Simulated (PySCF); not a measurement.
C$_{7}$H$_{12}$

```xyz
19

C     2.3252    0.1132    0.6357
C     0.9752    0.8048    0.8138
C    -0.0895    0.1413   -0.0098
C    -0.7650   -1.1800    0.3562
C    -2.0981   -0.6326   -0.1961
C    -1.3951    0.6683   -0.5578
C    -0.2535    0.3661   -1.4825
H     2.6337    0.1530   -0.4063
H     3.0860    0.5974    1.2435
H     2.2563   -0.9307    0.9328
H     1.0577    1.8539    0.5183
H     0.6890    0.7770    1.8690
H    -0.7907   -1.3634    1.4285
H    -0.3662   -2.0610   -0.1466
H    -2.8605   -0.5136    0.5704
H    -2.5234   -1.1778   -1.0392
H    -1.8360    1.6491   -0.4846
H     0.2645    1.2197   -1.8952
H    -0.3196   -0.4754   -2.1578
```

Geometry: GFN2-xTB.

These are results of PBE0/pcSseg-1, SCF density, gas phase, non-relativistic (PySCF 2.14.0), not measurements.

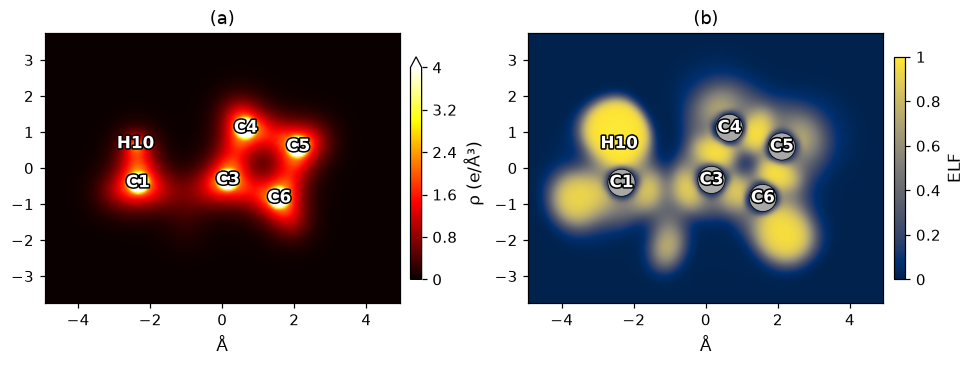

Figure 1. (a) total electron density; (b) ELF on the plane of atoms C3, C4 and C5. Grey discs cover the atomic cores in the ELF map.

### Describe what can be read from this map.

The section cuts through C and H sites.
C–C (1.53 Å): the density is about 1.6 e/Å³ at the midpoint; the ELF peaks at about 0.95 between the atoms (localised, covalent bonding).
C–H (1.09 Å): the density is about 2 e/Å³ at the midpoint; the ELF climbs to about 1 towards the hydrogen, as it does in any bond to H (a covalent bond by its length).
C–C (1.54 Å): ρ at the midpoint is about 1.6 e/Å³; the ELF peaks at about 0.95 between the atoms, as expected for localised, covalent bonding.

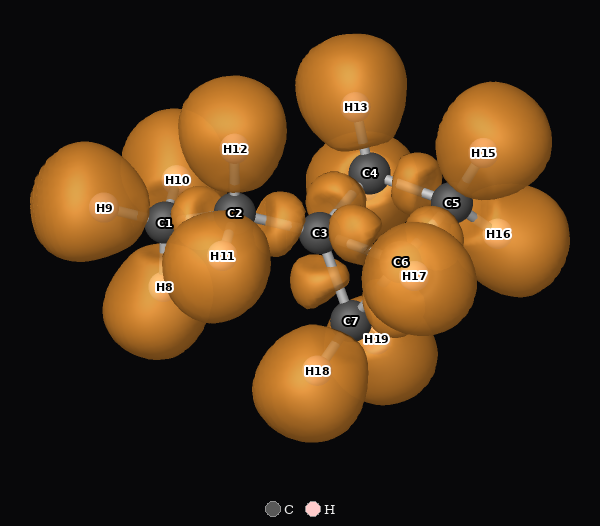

Figure 2. Isosurface of the electron localisation function at 0.75 (orange), seen at a tilt. Core shells and regions of very low density are left out.

### Where are the electrons localised?

At this value the surface marks out eight regions between bonded C–C atoms (shared pairs) and twelve regions around hydrogen nuclei.


C–C (1.50 Å): the ELF peaks at about 0.90 between the atoms; localised, covalent bonding. C–H (1.08 Å): the ELF climbs to about 1 towards the hydrogen; a covalent bond by its length.

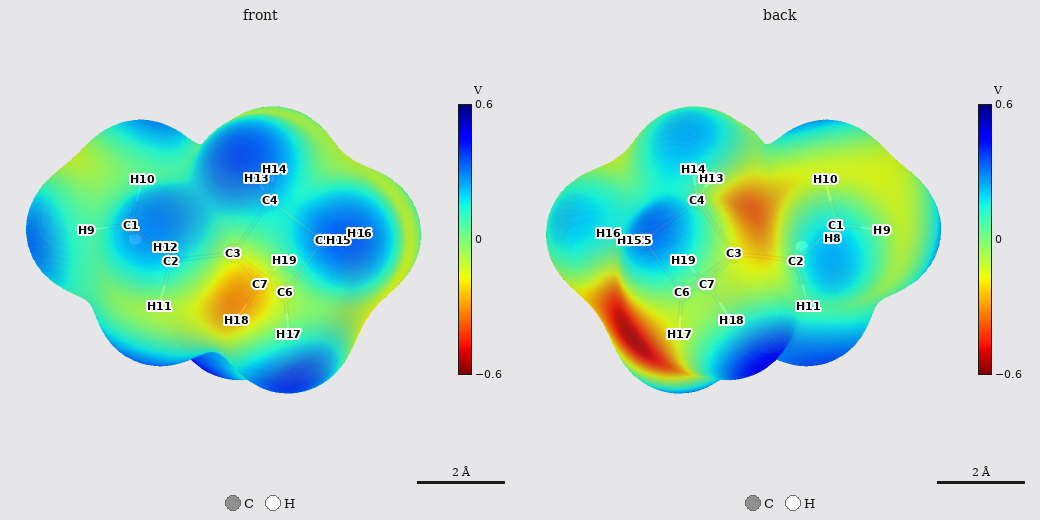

Figure 3. The electrostatic potential painted on the density surface at 0.001 e/bohr³, seen from the front and from behind; red is negative and blue positive.

### Which sites attract a positive test charge, and which a negative one?

A positive charge is drawn to the negative regions and a negative charge to the positive ones. The most negative region (about −0.5 V) lies over C6 and C7, the most positive (about +0.4 V) over H18.
